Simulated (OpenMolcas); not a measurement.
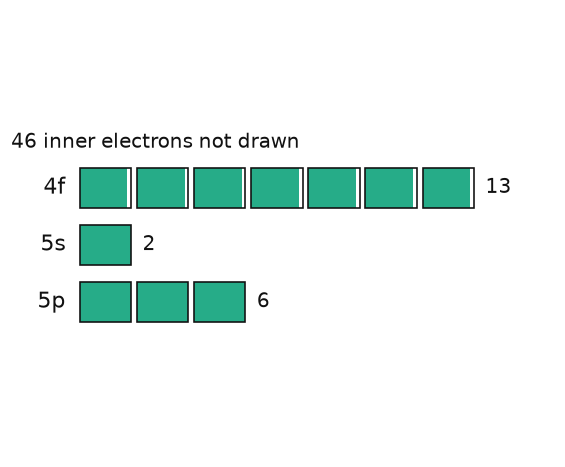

The outer shells of the leading configuration of the lowest level: a box for each of the 2l + 1 orbitals, shaded by the share of the shell that is filled, with the electron count at the right.

**Multiconfigurational calculation for Yb³⁺ complex**

System: Yb³⁺ with 4 ligands (Cl; tetrahedron, 2.5 Å), neutralised by 4 outer point charges of +0.25 e, whose field is part of the energies.
Method: state-averaged CASSCF, active space 13 electrons in the shell 4f, basis ANO-RCC-VDZP on the metal and ANO-RCC-VDZP on the ligands, DKH2 scalar Hamiltonian, spin-orbit coupling by RASSI with atomic mean-field integrals (OpenMolcas).

**The program's output (extracts)**
```
--- SEWARD ---
Basis set label: YB.ANO-RCC...7S6P4D2F1G.

      Electronic valence basis set:
      ------------------
      Associated Effective Charge  70.000000 au
      Associated Actual Charge     70.000000 au
      Nuclear Model: Point charge

      Shell  nPrim  nBasis  Cartesian Spherical Contaminant
         s      25       7        X
         p      22       6        X
         d      15       4                 X
         f      11       2                 X
         g       4       1                 X
                  Relativistic Douglas-Kroll-Hess integrals:
                    - DKH order of Hamiltonian: 2
                    - DKH order of Properties : 0
                  Atomic mean-field integrals
--- RASSCF ---
Wave function specifications:
      -----------------------------

      Number of closed shell electrons         126
      Number of electrons in active shells      13
      Max number of holes in RAS1 space          0
      Max nr of electrons in RAS3 space          0
      Number of inactive orbitals               63
      Number of active orbitals                  7
      Number of secondary orbitals              70
      Spin quantum number                      0.5
      State symmetry                             1
Orbital specifications:
      -----------------------

      Symmetry species                           1
                                                 a
      Frozen orbitals                            0
      Inactive orbitals                         63
      Active orbitals                            7
      RAS1 orbitals                              0
      RAS2 orbitals                              7
      RAS3 orbitals                              0
      Secondary orbitals                        70
      Deleted orbitals                           0
      Number of basis functions                140
      Number of CSFs                             7
      Number of root(s) required                 7
      Iter CI   SX   CI       RASSCF       Energy    max ROT     max BLB   max BLB  Level Ln srch  Step   QN
          iter iter root      energy       change     param      element    value   shift minimum  type update
 Nr of preliminary CI iterations:   1
      Total energies have been shifted. Add               -15000.00 au
        1   1    8    0  -890.15260305    0.00E+00  -4.94E-02   67  79 1  5.91E-01*  2.07   0.00    SX    NO
        2   1    9    0  -890.52822318   -3.76E-01* -2.05E-02   65  77 1 -2.10E-01*  1.49   0.00    SX    NO
        3   1    9    0  -890.66059391   -1.32E-01* -1.12E-02   65  77 1  1.15E-01*  1.60   0.00    SX    NO
        4   1    9    0  -890.70732817   -4.67E-02*  7.79E-03   65  77 1 -7.32E-02*  1.43   0.00    SX    NO
        5   1    8    0  -890.72817627   -2.08E-02*  1.18E-02   67  79 1  3.85E-02*  1.47   1.46    QN   YES
        6   1    8    0  -890.74317071   -1.50E-02*  4.55E-03   69  81 1  2.25E-02*  1.41   1.41    LS   YES
        7   1    8    0  -890.74458948   -1.42E-03* -1.63E-03   69  81 1  1.61E-02*  1.39   1.06    QN   YES
        8   1    8    0  -890.74633780   -1.75E-03* -2.02E-03   27 104 1  6.43E-03*  1.39   2.29    LS   YES
        9   1    8    0  -890.74714923   -8.11E-04* -6.71E-04   65  77 1 -1.18E-02*  1.38   1.04    QN   YES
       10   1    7    0  -890.74739742   -2.48E-04* -3.75E-04   57 132 1 -3.41E-03*  1.39   1.56    LS   YES
       11   1    7    0  -890.74743439   -3.70E-05* -4.82E-04   69  81 1  3.74E-03*  1.39   1.01    QN   YES
       12   1    7    0  -890.74748753   -5.31E-05* -5.37E-04   65  77 1  1.84E-03*  1.39   2.12    LS   YES
       13   1    7    0  -890.74750809   -2.06E-05*  1.39E-04   57 132 1  1.16E-03*  1.39   1.01    QN   YES
       14   1    6    0  -890.74751335   -5.26E-06*  1.77E-04   57 132 1  6.91E-04*  1.39   2.27    LS   YES
       15   1    6    0  -890.74751579   -2.44E-06* -4.52E-05   19  71 1 -6.97E-04*  1.39   1.01    QN   YES
       16   1    6    0  -890.74751658   -7.92E-07* -2.61E-05   19  71 1 -2.39E-04*  1.39   1.58    LS   YES
       17   1    6    0  -890.74751670   -1.18E-07*  2.38E-05   69  81 1  1.59E-04*  1.39   1.00    QN   YES
       18   1    6    0  -890.74751682   -1.21E-07*  2.69E-05   19  71 1  4.96E-05   1.39   2.13    LS   YES
       19   1    5    0  -890.74751686   -3.95E-08*  7.04E-06   69  81 1 -1.01E-04*  1.39   0.87    QN   YES
       20   1    5    0  -890.74751689   -2.96E-08*  8.53E-06   69  81 1 -3.80E-05   1.39   2.21    LS   YES
       21   1    5    0  -890.74751690   -8.31E-09  -4.60E-06   65  77 1  4.21E-05   1.39   0.77    QN   YES
      Convergence after 21 iterations
       22   1    5    0  -890.74751691   -6.32E-09  -4.60E-06   65  77 1  1.19E-05   1.39   0.77    QN   YES
      Natural orbitals and occupation numbers for root  1
      sym 1:   1.000000   2.000000   2.000000   2.000000   2.000000   2.000000   2.000000
      Natural orbitals and occupation numbers for root  2
      sym 1:   2.000000   2.000000   1.000000   2.000000   2.000000   2.000000   2.000000
      Natural orbitals and occupation numbers for root  3
      sym 1:   2.000000   2.000000   2.000000   2.000000   2.000000   1.000000   2.000000
::    RASSCF root number  1 Total energy: -15890.74784927
::    RASSCF root number  2 Total energy: -15890.74747737
::    RASSCF root number  3 Total energy: -15890.74747737
::    RASSCF root number  4 Total energy: -15890.74747737
::    RASSCF root number  5 Total energy: -15890.74744566
::    RASSCF root number  6 Total energy: -15890.74744566
::    RASSCF root number  7 Total energy: -15890.74744566
--- RASSI ---
SPIN-FREE ENERGIES:
  (Shifted by EMIN (a.u.) =     -15890.7478492719)

 SF State       Relative EMIN(au)   Rel lowest level(eV)    D:o, cm**(-1)

     1             0.0000000000        0.0000000000              0.0000
     2             0.0003719058        0.0101200732             81.6239
     3             0.0003719058        0.0101200732             81.6239
     4             0.0003719058        0.0101200732             81.6239
     5             0.0004036109        0.0109828111             88.5823
     6             0.0004036109        0.0109828111             88.5823
     7             0.0004036109        0.0109828111             88.5823
     Dipole printing threshold changed to   1.00000000E+00

++ Dipole transition strengths (spin-free states):
   -----------------------------------------------
     for osc. strength at least  1.00000000E+00

  ( Max oscillator strength is only    7.1905640095745475E-011 )
--
Eigenvalues of complex Hamiltonian:
   -----------------------------------
  (Shifted by EMIN (a.u.) =     -15890.7478492719)

 SO State       Relative EMIN(au)   Rel lowest level(eV)    D:o, cm**(-1)

     1            -0.0202485687        0.0000000000              0.0000
     2            -0.0202485687        0.0000000000              0.0000
     3            -0.0200369633        0.0057580775             46.4420
     4            -0.0200369633        0.0057580777             46.4420
     5            -0.0200369633        0.0057580777             46.4420
     6            -0.0200369633        0.0057580775             46.4420
     7            -0.0200157449        0.0063354581             51.0989
     8            -0.0200157449        0.0063354581             51.0989
     9             0.0274286976        1.2973645104          10463.9505
    10             0.0274286976        1.2973645104          10463.9505
    11             0.0276180463        1.3025169509          10505.5077
    12             0.0276180463        1.3025169511          10505.5077
    13             0.0276180463        1.3025169509          10505.5077
    14             0.0276180463        1.3025169511          10505.5077
Weights of the five most important spin-orbit-free states for each spin-orbit state.

 SO State  Total energy (au)           Spin-free states, spin, and weights
 -------------------------------------------------------------------------------------------------------
    1        -0.020249       1 0.5  0.5753    2 0.5  0.1416    4 0.5  0.1416    3 0.5  0.1416    5 0.5  0.0000
    2        -0.020249       1 0.5  0.5753    2 0.5  0.1416    4 0.5  0.1416    3 0.5  0.1416    5 0.5  0.0000
    3        -0.020037       3 0.5  0.4142    5 0.5  0.1774    6 0.5  0.1588    4 0.5  0.1344    2 0.5  0.0946
    4        -0.020037       2 0.5  0.3342    4 0.5  0.2944    7 0.5  0.2172    6 0.5  0.0791    5 0.5  0.0605
    5        -0.020037       2 0.5  0.3342    4 0.5  0.2944    7 0.5  0.2172    6 0.5  0.0791    5 0.5  0.0605
    6        -0.020037       3 0.5  0.4142    5 0.5  0.1774    6 0.5  0.1588    4 0.5  0.1344    2 0.5  0.0946
    7        -0.020016       5 0.5  0.3333    6 0.5  0.3333    7 0.5  0.3333    2 0.5  0.0000    4 0.5  0.0000
    8        -0.020016       5 0.5  0.3333    6 0.5  0.3333    7 0.5  0.3333    2 0.5  0.0000    4 0.5  0.0000
    9         0.027429       1 0.5  0.4247    2 0.5  0.1918    3 0.5  0.1918    4 0.5  0.1918    5 0.5  0.0000
   10         0.027429       1 0.5  0.4247    2 0.5  0.1918    3 0.5  0.1918    4 0.5  0.1918    5 0.5  0.0000
   11         0.027618       7 0.5  0.4038    2 0.5  0.1633    4 0.5  0.1617    6 0.5  0.1409    5 0.5  0.0985
   12         0.027618       5 0.5  0.3303    6 0.5  0.2878    3 0.5  0.2060    4 0.5  0.0762    2 0.5  0.0746
```

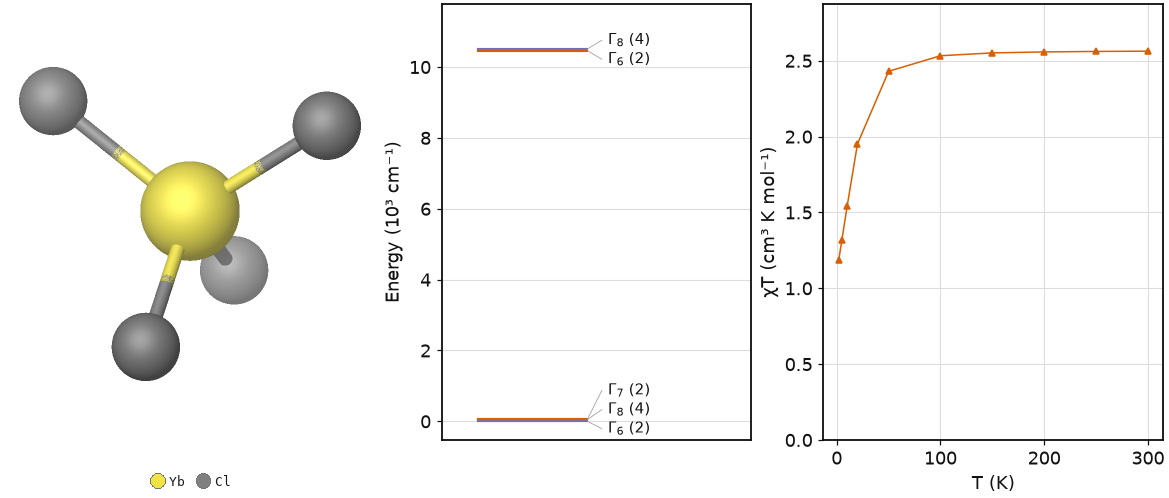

Yb³⁺ (4f¹³) with 4 ligands, Cl⁻, at 2.5 Å (arrangement: tetrahedron, Td), neutralised by outer point charges of +0.25 e, and its levels and susceptibility. Labels give the representation in O, Td, D4 or D3 as the site allows (double group for half-integer spin) where it could be assigned and, in brackets, the degeneracy; spin-free states, where drawn, share the zero of the spin-orbit levels. Powder susceptibility by Van Vleck's formula. The ground level is Γ₆, a Kramers doublet, 100 % from states of spin multiplicity 2, effective J = 3.51, with |mJ| = 5/2 the largest share (75 %). Its principal g values are 3.43, 3.43 and 3.43, isotropic. The next level lies at 46 cm⁻¹ (Γ₈). The lowest J multiplet spreads over 51 cm⁻¹. χT is 1.19 cm³ K mol⁻¹ at 2 K and 2.56 at 300 K, an effective moment of 4.53 μB. The active orbitals hold 100 % metal character (Löwdin), and the Mulliken charge of the metal is +1.66.

**Input**
```
&GATEWAY
Coord
5

Yb 0.0 0.0 0.0
Cl 1.443376 1.443376 1.443376
Cl 1.443376 -1.443376 -1.443376
Cl -1.443376 1.443376 -1.443376
Cl -1.443376 -1.443376 1.443376
Basis=Yb.ANO-RCC-VDZP,Cl.ANO-RCC-VDZP
Group=NoSym
NoMove
AngMom=0.0 0.0 0.0
AMFI
RICD
XField
4 Angstrom 0
3.290897 3.290897 3.290897 0.250000
3.290897 -3.290897 -3.290897 0.250000
-3.290897 3.290897 -3.290897 0.250000
-3.290897 -3.290897 3.290897 0.250000
&SEWARD
&RASSCF
FileOrb=start.orb
Symmetry=1
Spin=2
nActEl=13 0 0
Inactive=63
Ras2=7
CIRoot=7 7 1
SDav=7
CIMx=300
Iter=150 100
PrWF=0.3
OrbListing=Nothing
MaxOrb=0
LevShft=1.0
>>> COPY $Project.JobIph JOB001
&RASSI
NrOfJobIphs=1 7
1 2 3 4 5 6 7
IphNames
JOB001
EJob
SpinOrbit
DIPRint=1.0
SOCoupling=1000.0
Subsets=2
Property=9
'ANGMOM' 1 'ANGMOM' 2 'ANGMOM' 3 'MLTPL  1' 1 'MLTPL  1' 2 'MLTPL  1' 3
'AMFI' 1 'AMFI' 2 'AMFI' 3
SOProperty=3
'ANGMOM' 1 'ANGMOM' 2 'ANGMOM' 3
```

The file start.orb holds starting orbitals from an earlier step. A driver script formed the levels outside the program, from RASSI's spin-orbit matrix and the active-space energies, averaged over the components of each term or state.

Launched with:
```bash
OMP_NUM_THREADS=1 MOLCAS_MEM=2457 MOLCAS_PROJECT=a pymolcas a.inp > a.log  # once for each step of the input, in one work folder
```

**Results in brief**

| quantity | value |
| --- | --- |
| outcome | converged |
| energy of the lowest spin-free term | −15890.74785 hartree |
| energy of the lowest spin-orbit level | −15890.76810 hartree |
| largest spread among components of a term | 0.0 cm⁻¹ |
| hardware | 1 thread of Arm Neoverse V1, 24 GiB of memory available, shared host |
| wall time | 40 s |

**Notes**

Without dynamic correlation the splittings between terms come out too large, often by 20 to 50 %. Caveats: distances are set from ionic radii, not optimised.
